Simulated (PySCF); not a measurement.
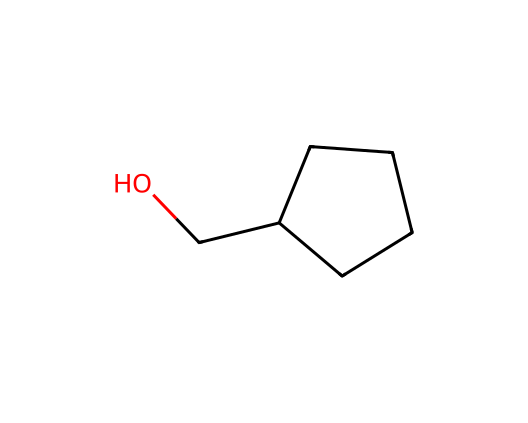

**Write the SMILES.**

OCC1CCCC1

**Give the formula, hydrogens included.**

C6H12O.

**An optimisation with PBE0-D3(BJ)/def2-SVP gave a structure of which point group?**

C1. Other conformers may differ.

The parts below concern this one geometry. Atoms keep their numbers from picture to picture. The computed structure is the end point of a PBE0-D3(BJ)/def2-SVP optimisation. No frequency run is at hand to confirm it as a minimum.

### Dipole moment

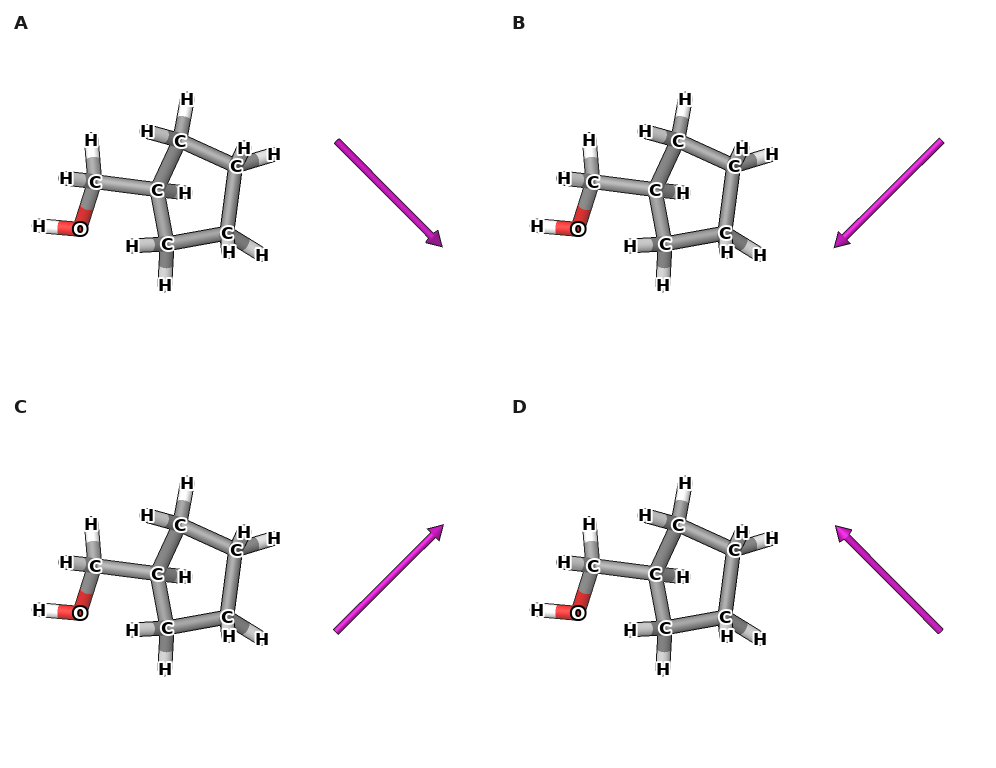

The same molecule four times, each with an arrow. No frequency run is at hand to confirm it as a minimum. Method: PBE0/pcSseg-1, gas phase (PySCF 2.14.0).

**Which arrow points along the dipole moment, from the negative to the positive end?**

D. The dipole moment is 1.46 D.

### NMR shielding

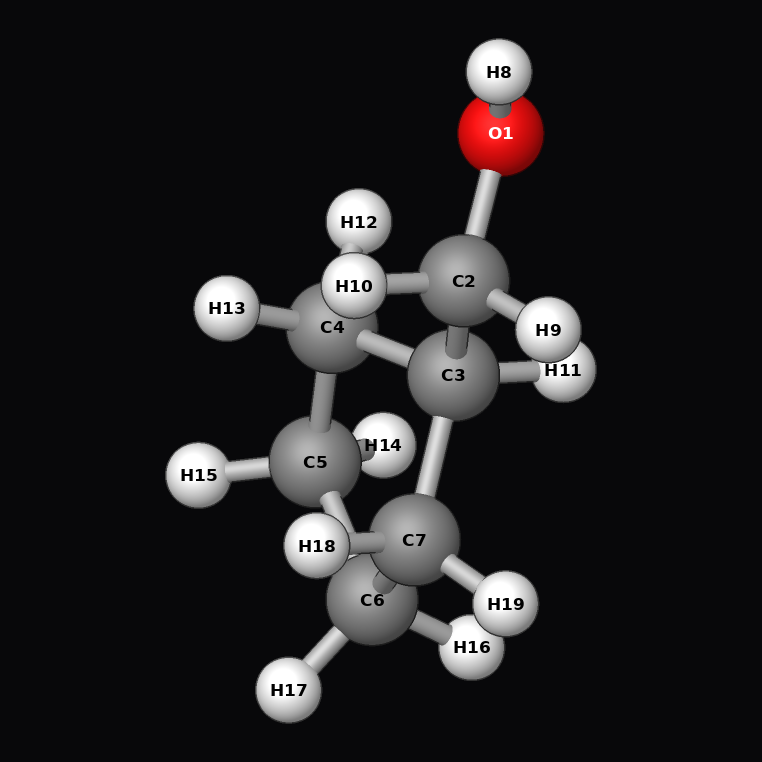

No frequency run is at hand to confirm it as a minimum. Properties computed with GIAO PBE0/pcSseg-1 NMR shielding, non-relativistic, gas phase (PySCF 2.14.0). Principal shieldings σ11 ≤ σ22 ≤ σ33, span Ω = σ33 − σ11, skew κ = 3(σiso − σ22)/Ω.

Give the shielding tensors of the O atoms.

```json
{"atom": "O1", "σ11": "257.0", "σ22": "274.4", "σ33": "377.2", "σiso": "302.9", "Ω": "120.2", "κ": "0.71"}
```

Shieldings and span in ppm.

### Bond orders

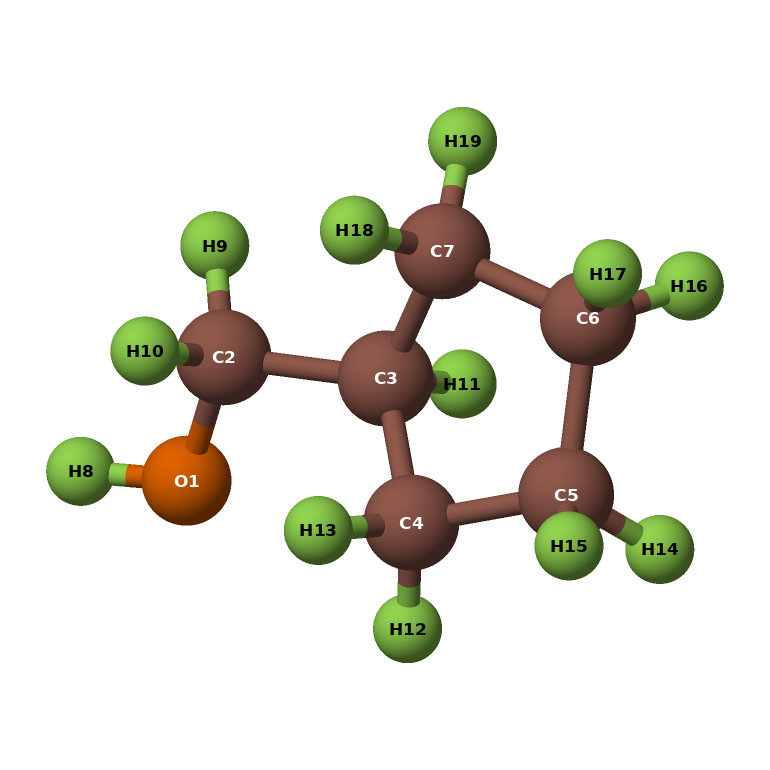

Every bond is drawn as one stick. No frequency run is at hand to confirm it as a minimum. Method: PBE0/pcSseg-1 (PySCF 2.14.0).

List the Mayer bond orders of O1–C2, C2–C3, C3–C4, C3–C7, C4–C5, C5–C6, C6–C7 (bonds between heavy atoms, one of each equivalent set).

```
 bond  Mayer order  length (Å)
O1–C2         0.99       1.404
C2–C3         1.03       1.511
C3–C4         0.99       1.528
C3–C7         0.99       1.527
C4–C5         1.04       1.536
C5–C6         1.02       1.549
C6–C7         1.04       1.534
```

### Charges

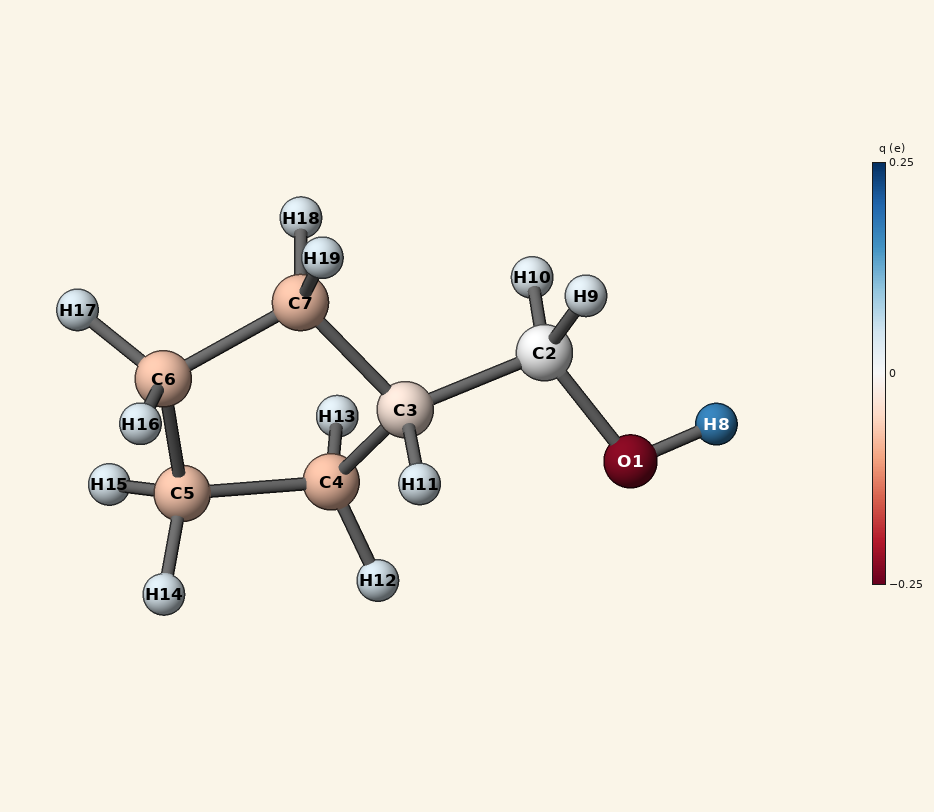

Atoms are coloured by their Hirshfeld charges. No frequency run is at hand to confirm it as a minimum. Properties computed with PBE0/pcSseg-1, gas phase (PySCF 2.14.0).

**Which atom carries the highest charge (most positive or least negative)?**

H8 (0.17 e).

**And the lowest?**

O1 (−0.22 e).

Give the Hirshfeld charges atom by atom.

| atom | value (e) |
| --- | --- |
| O1 | −0.22 |
| C2 | 0.00 |
| C3 | −0.03 |
| C4 | −0.07 |
| C5 | −0.07 |
| C6 | −0.07 |
| C7 | −0.07 |
| H8 | 0.17 |
| H9 | 0.03 |
| H10 | 0.03 |
| H11 | 0.03 |
| H12 | 0.04 |
| H13 | 0.03 |
| H14 | 0.03 |
| H15 | 0.04 |
| H16 | 0.03 |
| H17 | 0.04 |
| H18 | 0.03 |
| H19 | 0.04 |
